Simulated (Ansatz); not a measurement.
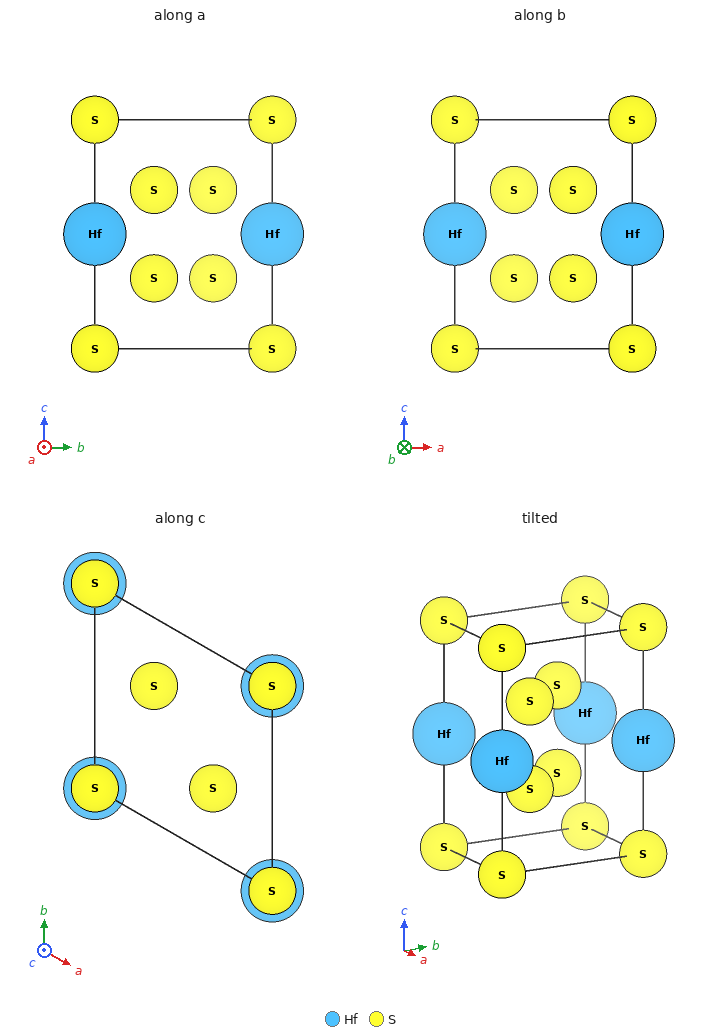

Structure drawing (spheres-only), viewed along the a axis, along the b axis, along the c axis and slightly off an axis. One conventional unit cell is framed, with atoms on its boundary repeated.

Lattice parameters: a = 4.812 Å, b = 4.812 Å, c = 5.374 Å, α = 90.00°, β = 90.00°, γ = 120.00°.

Write down what is shown as a table of Wyckoff sites, with free fractional coordinates to two decimals.

Answer. Space group P6/mmm (No. 191).
| atom | site | x | y | z |
| --- | --- | --- | --- | --- |
| Hf | 1b | 0.00 | 0.00 | 0.50 |
| S | 4h | 0.6667 | 0.3333 | 0.69 |
| S | 1a | 0.00 | 0.00 | 0.00 |

Provenance: a structure type filled with these elements by a generator (whether the compound takes this form wasn't checked). Atoms and cell were optimised with DFT PBE, scalar-relativistic, plane waves, PAW in Ansatz 0.2.0.
